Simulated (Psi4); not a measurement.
# BBr2F (dibromofluoroborane): HF/3-21G

What is the vertical ionisation energy of BBr2F (dibromofluoroborane) at HF/3-21G? 

The results are computed with Psi4 1.11.

**1. Starting point**

BBr2F: 4 atoms, total charge 0, spin state singlet. SMILES: `FB(Br)Br`. The shape is that of a PBE0-D4/def2-TZVP optimisation.

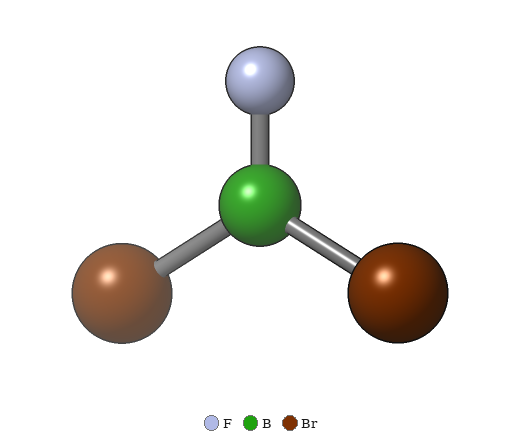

The structure, seen from a chosen angle (fluorine light blue, boron green, bromine brown).

**2. Energy and forces at HF/3-21G**

input.inp reads:

```
memory 2200 mb

molecule {
  0 1
  F
  B 1 R2
  Br 2 R3 1 A3
  Br 2 R4 1 A4 3 D4

  R2 = 1.307499
  R3 = 1.900866
  A3 = 119.13251
  R4 = 1.900886
  A4 = 119.13227
  D4 = 179.97485
  symmetry c1
  no_reorient
  no_com
}

set puream true
set e_convergence 1e-09
set d_convergence 1e-08
set scf_type pk

e, wfn = gradient('hf/3-21G', return_wfn=True)
```

Command:

```bash
psi4 input.inp input.out -n 1
```

input.out:

```text
[...]
  Running in c1 symmetry.
[...]
  Nuclear repulsion =  430.662989381578996
[...]
  Multiplicity = 1
[...]
  Nalpha       = 42
  Nbeta        = 42
[...]
    Number of basis functions: 62
[...]
   @RHF iter   1: -5243.48096117282057   -3.15089e+00   9.58230e-03 DIIS/ADIIS
[...]
   @RHF iter  11: -5243.66120926792428   -9.09495e-13   9.35894e-10 DIIS
[...]
    Orbital Energies [Eh]
    ---------------------
    Doubly Occupied:
       1A   -486.798523     2A   -486.798420     3A    -64.808077
       4A    -64.807989     5A    -57.995998     6A    -57.995822
       7A    -57.994540     8A    -57.994518     9A    -57.994442
      10A    -57.994310    11A    -26.236461    12A     -9.803907
      13A     -9.803898    14A     -7.760636    15A     -7.384458
      16A     -7.384455    17A     -7.376521    18A     -7.376517
      19A     -7.375260    20A     -7.375257    21A     -3.113255
      22A     -3.113096    23A     -3.110468    24A     -3.109867
      25A     -3.108834    26A     -3.108511    27A     -3.100535
      28A     -3.100531    29A     -3.100483    30A     -3.100464
      31A     -1.667361    32A     -1.077411    33A     -1.037099
      34A     -0.806390    35A     -0.731484    36A     -0.716623
[...]
  @RHF Final Energy: -5243.66120926792428
   => Energetics <=
    Nuclear Repulsion Energy =            430.6629893815789956
    One-Electron Energy =               -8170.5102434611817444
    Two-Electron Energy =                2496.1860448116785847
    Total Energy =                      -5243.6612092679242778
[...]
 Multipole Moments:
 ------------------------------------------------------------------------------------
     Multipole            Electronic (a.u.)      Nuclear  (a.u.)        Total (a.u.)
 ------------------------------------------------------------------------------------
 L = 1.  Multiply by 2.5417464519 to convert [e a0] to [Debye]
 Dipole X            :          0.0001460           -0.0004002           -0.0002542
 Dipole Y            :         -0.0000217           -0.0000116           -0.0000333
 Dipole Z            :          2.3182512           -2.2624454            0.0558058
 Magnitude           :                                                    0.0558064
[...]
  -Total Gradient:
     Atom            X                  Y                   Z
    ------   -----------------  -----------------  -----------------
       1        0.000016676721    -0.000000500096     0.032393515579
       2       -0.000035991937    -0.000005290571    -0.021604361242
       3        0.000012402867     0.012513720686    -0.005396411702
       4        0.000006912348    -0.012507930360    -0.005392742700
[...]
```

Wall time 3.9 s (1 thread of AMD EPYC 7R43 (Zen 3), shared host); peak memory 0.22 GiB.

**3. The doublet cation: the energy at UHF/3-21G**

run.py reads:

```python
import psi4

psi4.set_memory(2200000000)
psi4.set_num_threads(1)
psi4.core.set_output_file('output.dat', False)

mol = psi4.geometry("""
1 2
F
B 1 1.307499
Br 2 1.900866 1 119.13251
Br 2 1.900886 1 119.13227 3 179.97485
symmetry c1
no_reorient
no_com
""")

options = {'basis': '3-21G', 'reference': 'uhf', 'puream': True, 'e_convergence': 1e-09, 'd_convergence': 1e-08, 'scf_type': 'pk', 'maxiter': 100}
psi4.set_options(options)

E, wfn = psi4.energy("hf", molecule=mol, return_wfn=True)
psi4.oeprop(wfn, "WIBERG_LOWDIN_INDICES", "LOWDIN_CHARGES", "QUADRUPOLE", title="HF")
print('E =', round(E, 9))
```

Command:

```bash
python run.py
```

output.dat:

```text
[...]
  Running in c1 symmetry.
[...]
  Nuclear repulsion =  430.662989381578996
[...]
  Multiplicity = 2
[...]
  Nalpha       = 42
  Nbeta        = 41
[...]
    Number of basis functions: 62
[...]
   @UHF iter   1: -5243.12094762366905   -2.79088e+00   8.45952e-03 ADIIS/DIIS
[...]
   @UHF iter  16: -5243.26233327709360    2.00089e-11   9.94123e-09 DIIS
[...]
   @S^2 Observed:                7.756376584E-01
[...]
    Orbital Energies [Eh]
    ---------------------
    Alpha Occupied:
       1A   -487.091690     2A   -487.091586     3A    -65.099175
       4A    -65.099087     5A    -58.289889     6A    -58.289675
       7A    -58.285901     8A    -58.285807     9A    -58.284785
      10A    -58.284761    11A    -26.448912    12A    -10.094475
      13A    -10.094461    14A     -7.998332    15A     -7.677950
      16A     -7.677938    17A     -7.667979    18A     -7.667967
      19A     -7.662121    20A     -7.662109    21A     -3.403868
      22A     -3.402626    23A     -3.402078    24A     -3.401653
      25A     -3.396520    26A     -3.396160    27A     -3.389069
      28A     -3.388844    29A     -3.388571    30A     -3.388261
      31A     -1.874265    32A     -1.359897    33A     -1.322845
      34A     -1.012760    35A     -0.943572    36A     -0.918322
[...]
  @UHF Final Energy: -5243.26233327709360
   => Energetics <=
    Nuclear Repulsion Energy =            430.6629893815789956
    One-Electron Energy =               -8147.6838346289068795
    Two-Electron Energy =                2473.7585119702343945
    Total Energy =                      -5243.2623332770936031
  UHF NO Occupations:
  HONO-2 :   40  A 1.9996813
  HONO-1 :   41  A 1.9877149
[...]
 Multipole Moments:
 ------------------------------------------------------------------------------------
     Multipole            Electronic (a.u.)      Nuclear  (a.u.)        Total (a.u.)
 ------------------------------------------------------------------------------------
 L = 1.  Multiply by 2.5417464519 to convert [e a0] to [Debye]
 Dipole X            :          0.0001618           -0.0004002           -0.0002384
 Dipole Y            :         -0.0001076           -0.0000116           -0.0001193
 Dipole Z            :          2.5563196           -2.2624454            0.2938742
 Magnitude           :                                                    0.2938743
 L = 2.  Multiply by 1.3450342976 to convert [e a0^2] to [Debye ang]
 Quadrupole XX       :        -32.4061982            0.0000387          -32.4061594
 Quadrupole XY       :         -0.1492377            0.1512568            0.0020191
[...]
```

On the terminal:

```text
E = -5243.262333277
```

Run time: 3.6 s. Hardware: 1 thread of AMD EPYC 7R43 (Zen 3), shared host; peak memory 0.22 GiB.

**4. What came out**

At HF/3-21G:

```
                                          quantity           value
                       singlet BBr2F: total energy  -5243.66121 Eh
                      singlet BBr2F: dipole moment          0.14 D
                        singlet BBr2F: HOMO energy       -11.44 eV
                        singlet BBr2F: LUMO energy         2.56 eV
                      singlet BBr2F: HOMO–LUMO gap        14.00 eV
           singlet BBr2F: largest force on an atom      1.666 eV/Å
                      doublet cation: total energy  -5243.26233 Eh
doublet cation: HOMO energy (highest over α and β)       -16.68 eV
 doublet cation: LUMO energy (lowest over α and β)       -10.24 eV
                              doublet cation: ⟨S²⟩           0.776
vertical ionisation energy (to the doublet cation)       10.854 eV
```

In words: The vertical ionisation energy comes to 10.85 eV (1047 kJ/mol). The largest force (singlet BBr2F) is 1.67 eV/Å: the shape isn't a stationary point for this species at this level. The negative HOMO energy of the first species, 11.44 eV, lies 0.59 eV above that difference.
